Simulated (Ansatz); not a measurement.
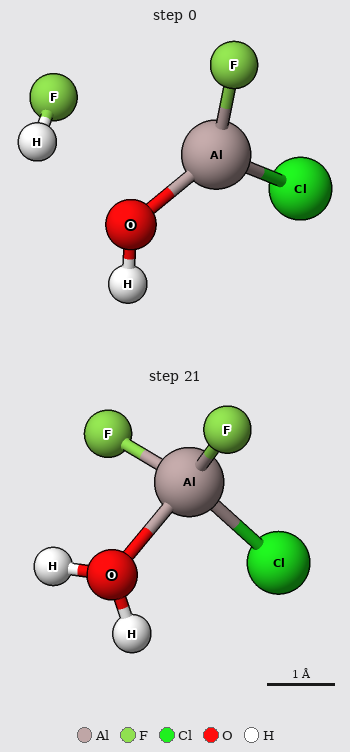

The structure of AlH2OClF2 before (top) and after (bottom) a relaxation, at one scale.

Style: ball-and-stick. Shown face on.

The run prepares an end point of a later path (reaction) calculation, from a guessed geometry.

All numbers below come from Ansatz 0.2.0, RKS r2SCAN-D4/def2-SVP. Set-up: no spin polarisation; force threshold 0.03 eV/Å; at most 50 steps.

### Describe what moved and what it gained.

Over 19 accepted moves (21 points after the start) the energy falls by 1.608 eV. The largest force component goes from 0.95 to 0.024 eV/Å. The line search rejected the trial steps at points 11, 19 of the run. An H atom moves most after the best rigid fit: 1.14 Å. By element the largest moves are H 1.14 Å, F 0.90 Å, Al 0.75 Å, Cl 0.40 Å, O 0.39 Å. Near-neighbour distances that change, for instance: F–H 0.929 → 2.477 Å, H–O 2.203 → 0.973 Å, Al–F 2.875 → 1.671 Å, Al–O 1.747 → 1.953 Å. New bonds form, among them: Al–F (2.88 → 1.67 Å), H–O (2.20 → 0.97 Å). Bonds break, among them: F–H (0.93 → 2.48 Å). Among the angles between lasting bonds that change: Cl–Al–O 121.5° → 98.4°, F–Al–O 117.4° → 105.5°, Al–O–H 120.0° → 112.5°. Cost: 32 s on 2 threads of Intel(R) Xeon(R) 6975P-C (Granite Rapids), with other jobs on the host, peak memory 0.19 GiB.

Limits of the set-up: the start holds two separate molecules, 2.2 Å apart at their closest, whose relative position is a soft coordinate.
